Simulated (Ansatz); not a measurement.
Nudged elastic band of GaH₄F

- system: GaH₄F
- method: RKS PBE-D4/def2-SVP (Ansatz 0.2.0)

One setting was made poor on purpose. It belongs to a series of runs on one base structure; here: band between the two ends. Figures and captions count atoms from 1; the log counts them from 0 in places.

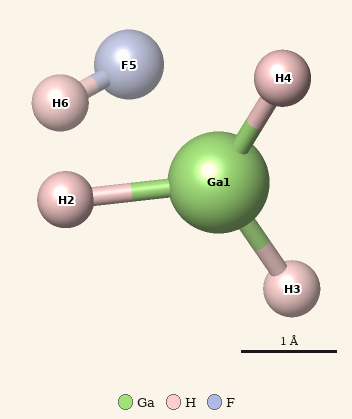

**Figure 1.** The input geometry (ball-and-stick view, seen at a tilt; atoms are numbered from 1 in the order of the input). Sticks mark near contacts. Bond lengths as drawn: F–H 0.96 Å and Ga–H 1.57 to 1.63 Å.

## Input
```yaml
crystal:
  periodic: [false, false, false]
  atoms:
    - { symbol: Ga, position_ang: [0.004532, 0.062321, 0.010266] }
    - { symbol: H, position_ang: [0.010855, 0.244638, 1.625171] }
    - { symbol: H, position_ang: [1.394293, 0.165772, -0.719985] }
    - { symbol: H, position_ang: [-1.398327, 0.097266, -0.701236] }
    - { symbol: F, position_ang: [0.064485, -2.048323, 0.898684] }
    - { symbol: H, position_ang: [0.052562, -1.433574, 1.6394] }
basis:
  gaussian: { orbitals: def2-SVP }
hamiltonian:
  xc: pbe
  dispersion: d4
neb:
  order_check: false
  images: 7
  f_tol: 0.03
  max_iterations: 60
  initial_path: linear
  final_atoms:
    - { symbol: Ga, position_ang: [0.01633297, -0.49073606, -0.35987252] }
    - { symbol: H, position_ang: [0.015292, 0.1733718, 2.09650172] }
    - { symbol: H, position_ang: [1.43561695, 0.14199435, -0.58598771] }
    - { symbol: H, position_ang: [-1.43587715, 0.0699873, -0.56647564] }
    - { symbol: F, position_ang: [0.06189703, -2.20873435, 0.11319526] }
    - { symbol: H, position_ang: [0.0351382, -0.59778304, 2.05493889] }
```

Run as:
```bash
ansatz run input.yaml --threads 1 --pin off --max-ram 2048MiB --backend cpu --events-out ev --progress --plain --runs-dir out
```

## The program's output
```
Engine: ansatz 0.2.0, aarch64-unknown-linux-gnu
Functional definition: PBE
  parameter kappa = 0.804
  parameter beta = 0.06672455060314922
  exchange = pbe_x(kappa = kappa, mu = beta*pi^2/3)
  correlation = pbe_c(beta = beta)
735 factors; their error is unknown
mean field evaluation 1: about -55137.4566 eV, gradient 3.9e1 eV
mean field evaluation 2: about -55134.4357 eV, gradient 6.3e1 eV
mean field evaluation 4: about -55139.5959 eV, gradient 3.0e0 eV
mean field evaluation 8: about -55139.6078 eV, gradient 7.4e-2 eV
mean field -55139.57584155 eV, -2026.3420372301 hartree, gradient 5.9e-5 eV, S^2 0.000000; 0 other end points of the search recorded, 0 dependent functions left out
the calculation of the forces begins
reference -55139.57587735 eV, -2026.3420385456 hartree; 22, 22 occupied and 44, 44 virtual orbitals, 735 factors
735 factors; their error is unknown
mean field evaluation 16: about -55136.8403 eV, gradient 4.7e1 eV
mean field -55140.14350272 eV, -2026.3628983932 hartree, gradient 4.5e-5 eV, S^2 0.000000; 0 other end points of the search recorded, 0 dependent functions left out
[... from here on the field's lines of each further geometry are left out, up to the last ...]
NEB iter   1: max|band force component| = 3.476e0 eV/Å  barrier→ = 1.2061 eV  barrier← = 1.7752 eV  Δτ_max = 0.1998 Å  (217 SCF iters)
NEB iter   2: max|band force component| = 3.475e0 eV/Å  barrier→ = 0.7375 eV  barrier← = 1.3066 eV  Δτ_max = 0.2000 Å  (194 SCF iters)
NEB iter   3: max|band force component| = 7.530e0 eV/Å  barrier→ = 0.2967 eV  barrier← = 0.8658 eV  Δτ_max = 0.1013 Å  (209 SCF iters)
NEB iter   4: max|band force component| = 1.518e0 eV/Å  barrier→ = 0.1697 eV  barrier← = 0.7388 eV  Δτ_max = 0.1252 Å  (184 SCF iters)
NEB iter   5: max|band force component| = 5.012e-1 eV/Å  barrier→ = 0.1458 eV  barrier← = 0.7149 eV  CI = image 3  Δτ_max = 0.0778 Å  (182 SCF iters)
NEB iter   6: max|band force component| = 4.115e-1 eV/Å  barrier→ = 0.1833 eV  barrier← = 0.7524 eV  CI = image 3  Δτ_max = 0.0298 Å  (183 SCF iters)
NEB iter   7: max|band force component| = 1.318e-1 eV/Å  barrier→ = 0.1708 eV  barrier← = 0.7399 eV  CI = image 3  Δτ_max = 0.0201 Å  (177 SCF iters)
NEB iter   8: max|band force component| = 9.918e-2 eV/Å  barrier→ = 0.1700 eV  barrier← = 0.7391 eV  CI = image 3  Δτ_max = 0.0110 Å  (156 SCF iters)
NEB iter   9: max|band force component| = 3.011e-2 eV/Å  barrier→ = 0.1698 eV  barrier← = 0.7390 eV  CI = image 3  Δτ_max = 0.0023 Å  (150 SCF iters)
the calculation of the forces begins
reference -55140.12601997 eV, -2026.3622559139 hartree; 22, 22 occupied and 44, 44 virtual orbitals, 735 factors
735 factors; their error is unknown
mean field evaluation 640: about -55139.4036 eV, gradient 8.2e-5 eV
mean field -55139.40355556 eV, -2026.3357058369 hartree, gradient 8.2e-5 eV, S^2 0.000000; 1 other end points of the search recorded, 0 dependent functions left out
the calculation of the forces begins
reference -55139.40359231 eV, -2026.3357071874 hartree; 22, 22 occupied and 44, 44 virtual orbitals, 735 factors
NEB iter  10: max|band force component| = 1.345e-2 eV/Å  barrier→ = 0.1698 eV  barrier← = 0.7390 eV  CI = image 3  Δτ_max = 0.0000 Å  (298 SCF iters)
```

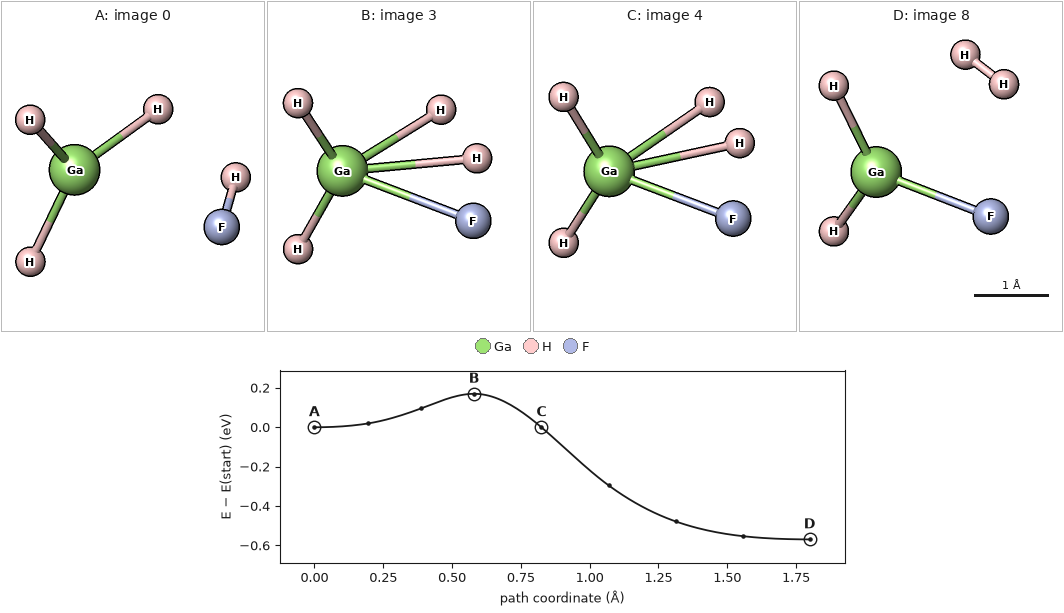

**Figure 2.** Images of the last band (counted from 0; ball-and-stick, seen at a tilt) above the energy along the path; the line is a cubic interpolation that uses the forces. The highest image is number 3, 0.170 eV above the start and 0.739 eV above the end (the climbing image); the end lies 0.569 eV below the start. The path is 1.80 Å long. The band converged in 10 iterations.

```
Total energy: -55139.47057339 eV, -2026.3381686967 hartree
Atom 0 at     0.009728    -0.158651    -0.080398 Å, force    -0.000628     0.002911    -0.002294 eV/Å
Atom 1 at     0.017132     0.019422     1.695449 Å, force     0.000140    -0.001012    -0.000708 eV/Å
Atom 2 at     1.437117     0.144486    -0.644250 Å, force    -0.000604    -0.000720     0.000816 eV/Å
Atom 3 at    -1.438431     0.072492    -0.625097 Å, force     0.000834    -0.000258     0.000737 eV/Å
Atom 4 at     0.060688    -1.967215     0.840666 Å, force     0.000583    -0.002580    -0.000069 eV/Å
Atom 5 at     0.042165    -1.022433     1.565929 Å, force    -0.000324     0.001659     0.001518 eV/Å
Dipole moment:    -0.005599     0.219001    -0.035838 e Å
this run last wrote the band of iteration 10 to [file]
```

## The last band as extended XYZ (Å, eV, eV/Å)
```
6
Properties=species:S:1:pos:R:3:forces:R:3 image=0 energy=-55139.64035
Ga    0.0045    0.0623    0.0103    0.0015  -0.0048   0.0206
H     0.0109    0.2446    1.6252   -0.0009   0.0119  -0.0008
H     1.3943    0.1658   -0.7200    0.0012  -0.0044  -0.0007
H    -1.3983    0.0973   -0.7012   -0.0010  -0.0059  -0.0004
F     0.0645   -2.0483    0.8987   -0.0021   0.0053   0.0001
H     0.0526   -1.4336    1.6394    0.0013  -0.0022  -0.0189
6
Properties=species:S:1:pos:R:3:forces:R:3 image=1 energy=-55139.62124
Ga    0.0077    0.0142   -0.0099   -0.0022   0.0925   0.0312
H     0.0104    0.1549    1.6332   -0.0029   0.1019  -0.0295
H     1.4186    0.1525   -0.6848   -0.0191   0.0027  -0.0363
H    -1.4131    0.0836   -0.6746    0.0188   0.0040  -0.0364
F     0.0599   -2.0219    0.9106    0.0014  -0.0469   0.0282
H     0.0448   -1.2952    1.5778    0.0040  -0.1542   0.0429
6
Properties=species:S:1:pos:R:3:forces:R:3 image=2 energy=-55139.54483
Ga    0.0078   -0.0656   -0.0422   -0.0057   0.2589   0.0892
H     0.0154    0.0758    1.6558   -0.0064   0.1736  -0.1143
H     1.4315    0.1451   -0.6603   -0.0171  -0.0133  -0.0529
H    -1.4325    0.0732   -0.6418    0.0174  -0.0122  -0.0530
F     0.0616   -1.9806    0.8935    0.0006  -0.0333   0.1666
H     0.0446   -1.1598    1.5472    0.0112  -0.3736  -0.0357
6
Properties=species:S:1:pos:R:3:forces:R:3 image=3 energy=-55139.47054
Ga    0.0097   -0.1587   -0.0804   -0.0006   0.0029  -0.0023
H     0.0171    0.0194    1.6954    0.0001  -0.0010  -0.0007
H     1.4371    0.1445   -0.6442   -0.0006  -0.0007   0.0008
H    -1.4384    0.0725   -0.6251    0.0008  -0.0003   0.0007
F     0.0607   -1.9672    0.8407    0.0006  -0.0026  -0.0001
H     0.0422   -1.0224    1.5659   -0.0003   0.0017   0.0015
6
Properties=species:S:1:pos:R:3:forces:R:3 image=4 energy=-55139.64046
Ga    0.0124   -0.2776   -0.1312    0.0119  -0.5616  -0.2385
H     0.0176    0.0119    1.7519    0.0047  -0.1079   0.3088
H     1.4365    0.1397   -0.6347   -0.0066   0.0361   0.0818
H    -1.4373    0.0678   -0.6157    0.0060   0.0369   0.0815
F     0.0606   -1.9889    0.7424   -0.0001  -0.1309  -0.5747
H     0.0386   -0.8648    1.6397   -0.0158   0.7276   0.3411
6
Properties=species:S:1:pos:R:3:forces:R:3 image=5 energy=-55139.93492
Ga    0.0148   -0.3904   -0.1965    0.0087  -0.4314  -0.2623
H     0.0167    0.0679    1.8194   -0.0011   0.1317   0.3278
H     1.4339    0.1223   -0.6303   -0.0138   0.0132   0.0656
H    -1.4338    0.0506   -0.6115    0.0139   0.0144   0.0652
F     0.0609   -2.0302    0.6416    0.0017  -0.1993  -0.5508
H     0.0359   -0.7322    1.7295   -0.0094   0.4714   0.3544
6
Properties=species:S:1:pos:R:3:forces:R:3 image=6 energy=-55140.11812
Ga    0.0165   -0.4783   -0.2611    0.0026  -0.1439  -0.1266
H     0.0148    0.1658    1.8899   -0.0022   0.1299   0.1712
H     1.4328    0.0885   -0.6350   -0.0036  -0.0133   0.0194
H    -1.4311    0.0171   -0.6163    0.0045  -0.0129   0.0193
F     0.0618   -2.0917    0.5457    0.0017  -0.1352  -0.2735
H     0.0336   -0.6133    1.8291   -0.0031   0.1754   0.1901
6
Properties=species:S:1:pos:R:3:forces:R:3 image=7 energy=-55140.19295
Ga    0.0179   -0.5493   -0.3125    0.0005  -0.0298  -0.0330
H     0.0122    0.2872    1.9488   -0.0008   0.0450   0.0530
H     1.4356    0.0355   -0.6513    0.0014  -0.0109   0.0009
H    -1.4314   -0.0359   -0.6327   -0.0009  -0.0108   0.0009
F     0.0630   -2.1617    0.4617    0.0007  -0.0474  -0.0894
H     0.0312   -0.4877    1.9383   -0.0009   0.0539   0.0676
6
Properties=species:S:1:pos:R:3:forces:R:3 image=8 energy=-55140.20950
Ga    0.0195   -0.6123   -0.3500   -0.0019  -0.0046   0.0020
H     0.0087    0.4094    1.9804    0.0001   0.0045   0.0005
H     1.4393   -0.0186   -0.6624    0.0028  -0.0005   0.0003
H    -1.4323   -0.0901   -0.6430   -0.0019   0.0001  -0.0001
F     0.0641   -2.2409    0.3732    0.0010   0.0022  -0.0043
H     0.0291   -0.3594    2.0540   -0.0001  -0.0017   0.0016
```

## Results in brief

```csv
quantity,value
outcome,converged
"barrier, forward",0.170 eV
"barrier, backward",0.739 eV
hardware,"1 thread of Arm Neoverse V1, 24 GiB of memory available, shared host"
wall time,95 s
peak memory,0.11 GiB
```

## Notes

A deliberately poor setting: straight start. The order of the saddle point was not checked.
